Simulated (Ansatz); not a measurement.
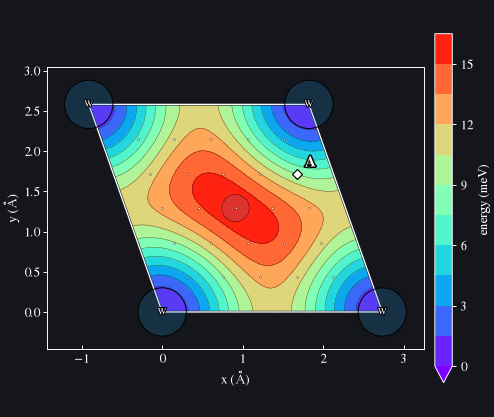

CO on a W(110) slab cut from the Im-3m phase, its upper half relaxed before the scan (12 atoms of substrate and one adsorbate in a 2 × 2 cell). 
- CO (O end down) is moved over the surface cell at a fixed height above a rigid substrate; the origin of the map has the adsorbate above W9; the height is held at 3.60 Å.
- Places are given modulo a cell vector. The map is drawn in real space over the plane of the surface.
- Grid: 6 × 6 points; 13 points were computed and 23 follow by symmetry.
- Places are given in fractions of the 1 × 1 surface cell.
- Energies are in meV, from the lowest grid point.
- At a fixed height the lowest place need not be the adsorption site. The runs have no spin polarisation; a magnetic state may lie lower.
- These are results of DFT PBE+D3(BJ), scalar-relativistic, plane waves, PAW in Ansatz 0.2.0, not measurements. Settings: cutoff 420 eV, k-mesh 5×5×1, gaussian smearing 0.1 eV, no spin polarisation.

Drawn: filled contours, dots at the grid points, labelled circles for the atoms of the top layer and small ones for the second layer, the outline of one cell of the plane, the point A. Between grid points the surface is interpolated.

Q: Which way does the force act at A, and how strong is it?

A: A, at (5/6, 4/6) of the cell vectors, is not a stationary point. The computed force is 0.014 eV/Å in the plane, pointing up in the picture (components 0.005 and 0.013 eV/Å).

PAW datasets: the set soft_1.
